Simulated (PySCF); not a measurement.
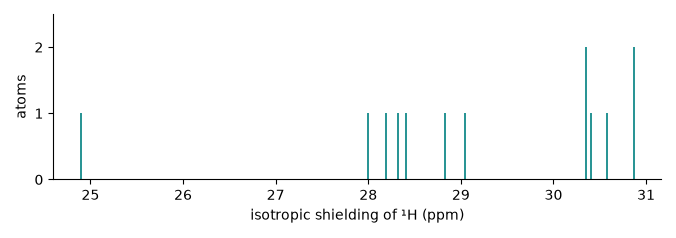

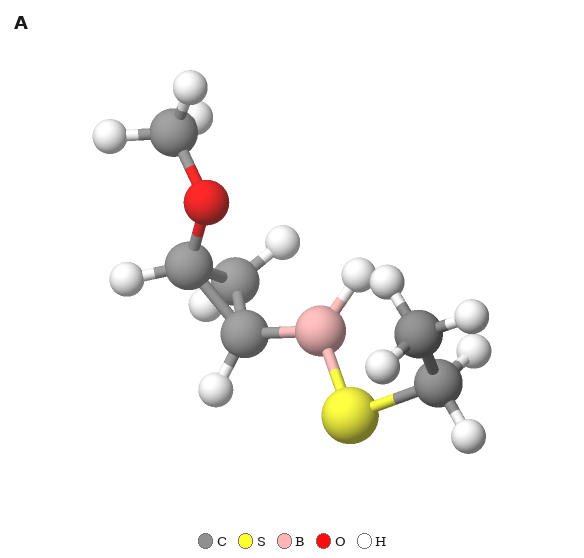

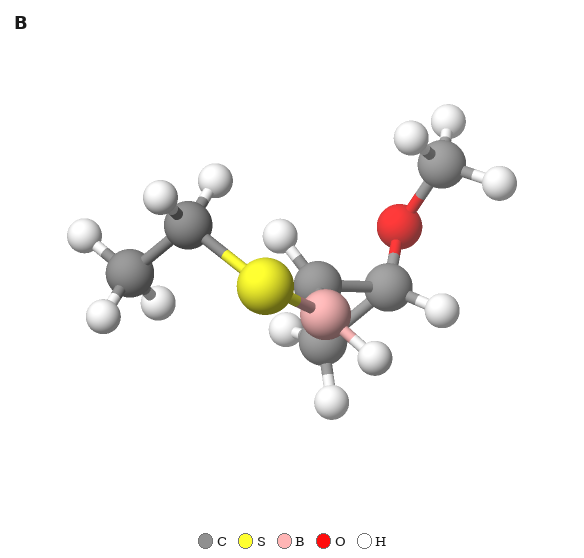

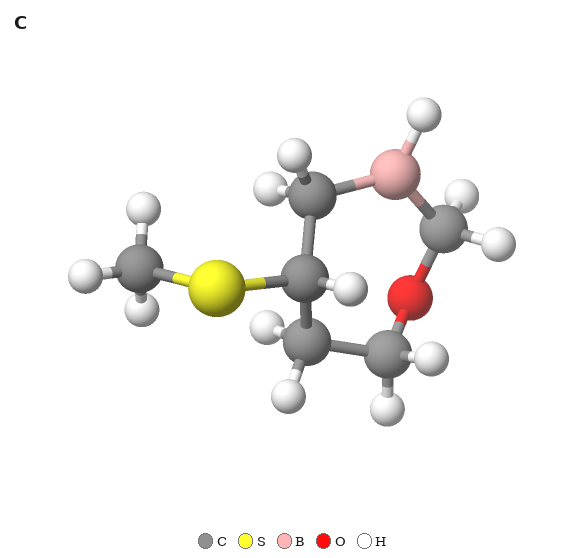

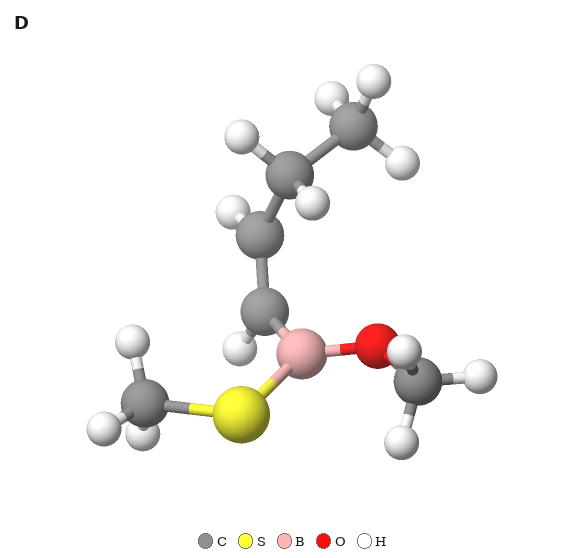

The sticks are computed shieldings of one of the molecules, for one fixed geometry (GFN2-xTB) without averaging over rotations. Low shielding means a high chemical shift. Method: GIAO PBE0/pcSseg-1 NMR shielding, non-relativistic, gas phase (PySCF 2.14.0).

> Which molecule gives this pattern?

A, `CCSB[C@@H]1C[C@@H]1OC`. Its 13 H atoms give lines at 24.90, 27.99, 28.19, 28.32, 28.41, 28.82, 29.04, 30.35 (2 atoms), 30.41, 30.58, 30.86 (2 atoms) ppm.

The geometry is semi-empirical. Around B such bond lengths and angles can be off by a tenth of an ångström or more and by several degrees, and values that hang on the shape move with them.
